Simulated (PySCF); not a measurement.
# Single-point calculation of SF₆

SF₆, computed with RKS-based TPSSh, S def2-TZVP, F def2-TZVP; non-relativistic Hamiltonian; density fitting (PySCF 2.14.0).

The geometry comes from this level: PBE0.

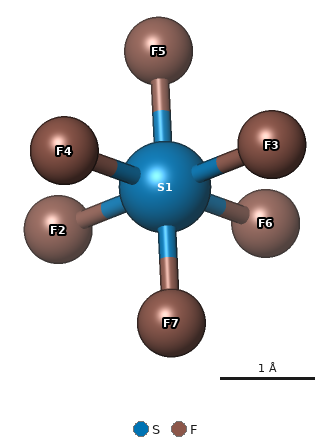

*The input geometry (ball-and-stick view, seen at a tilt; atoms are numbered from 1 in the order of the input).*

Bond lengths as drawn: F–S 1.57 Å.

## Results in brief

- outcome: converged
- total energy: −997.469542 hartree
- HOMO: −11.13 eV
- LUMO: −1.68 eV
- dipole moment: 0.00 D
- hardware: 4 threads of Intel Xeon @ 2.50GHz (Skylake/Cascade Lake), 64 GiB of memory available, shared host
- wall time: 96 s (CPU time 4.9 min)
- peak memory: 3.2 GiB

## Input file
```python
from pyscf import gto, scf, dft
mol = gto.M(atom='''
S     -0.000000    -0.000000     0.000000
F      0.000000    -0.000000     1.565313
F     -0.000000     0.000000    -1.565313
F      1.565313    -0.000000    -0.000000
F      0.000000     1.565313     0.000000
F     -1.565313     0.000000     0.000000
F     -0.000000    -1.565313    -0.000000''',
    basis={'S': 'def2-TZVP', 'F': 'def2-TZVP'},
    charge=0, spin=0)
mf = dft.RKS(mol, xc='TPSSH')
mf.grids.atom_grid = (90, 434)
aux = {'S': 'def2-universal-JKFIT', 'F': 'def2-universal-JKFIT'}
mf = mf.density_fit(auxbasis=aux)
mf.conv_tol = 1e-09
mf.diis_space = 10
mf.max_cycle = 60
mf.verbose = 4
mf.kernel()
```

The script is an equivalent of the set-up of the self-consistent field. The run itself was carried out by a driver, which started from the orbitals of the step before it where there was one and computed the further properties.

Run as:
```bash
OMP_NUM_THREADS=4 python axn.py task.json out
```

## Log
```
init E= -997.468246473859
  HOMO = -0.410923353261503  LUMO = -0.0633321038012724  gap/eV = 9.45844
cycle= 1 E= -997.469461153449  delta_E= -0.00121  |g|= 0.027  |ddm|= 0.107
  HOMO = -0.40646092889907  LUMO = -0.0590813824471468  gap/eV = 9.45268
cycle= 2 E= -997.469457199313  delta_E= 3.95e-06  |g|= 0.0262  |ddm|= 0.0244
  HOMO = -0.409210451047825  LUMO = -0.0614100817603429  gap/eV = 9.46413
cycle= 3 E= -997.46953758336  delta_E= -8.04e-05  |g|= 0.00514  |ddm|= 0.0127
  HOMO = -0.409240261163568  LUMO = -0.0618337299766551  gap/eV = 9.45341
cycle= 4 E= -997.469541311717  delta_E= -3.73e-06  |g|= 0.00134  |ddm|= 0.00377
  HOMO = -0.409125420403242  LUMO = -0.0616532901908258  gap/eV = 9.45520
cycle= 5 E= -997.469541605855  delta_E= -2.94e-07  |g|= 7.29e-05  |ddm|= 0.000892
  HOMO = -0.409128964487061  LUMO = -0.0616540905527998  gap/eV = 9.45527
cycle= 6 E= -997.46954160654  delta_E= -6.84e-10  |g|= 1.15e-05  |ddm|= 5.18e-05
  HOMO = -0.409129629809968  LUMO = -0.0616541152788272  gap/eV = 9.45529
```

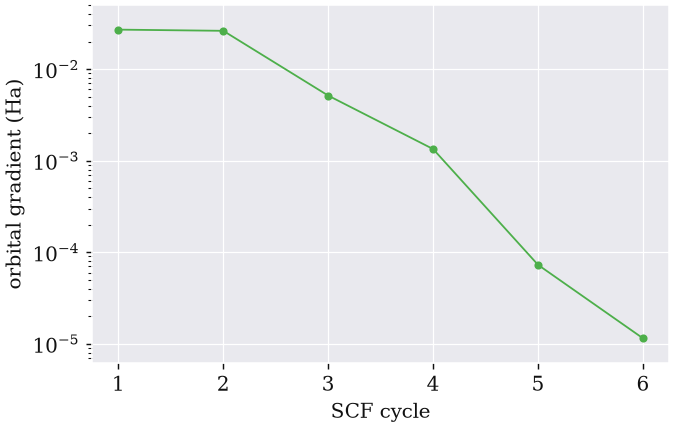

*Convergence of the self-consistent field: orbital gradient against the SCF cycle.*

The residual falls at every step.

```
Extra cycle  E= -997.469541606528  delta_E= 1.18e-11  |g|= 1.32e-05  |ddm|= 1.04e-05
converged SCF energy = -997.469541606528
```

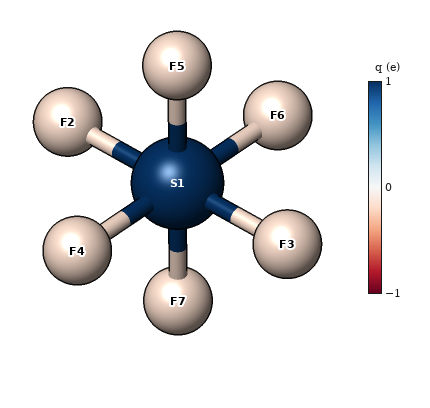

*Mulliken charges, as the colour of each atom (ball-and-stick view, seen at a tilt; atoms are numbered from 1 in the order of the input).*

By element: S +0.98 and F −0.16 e.
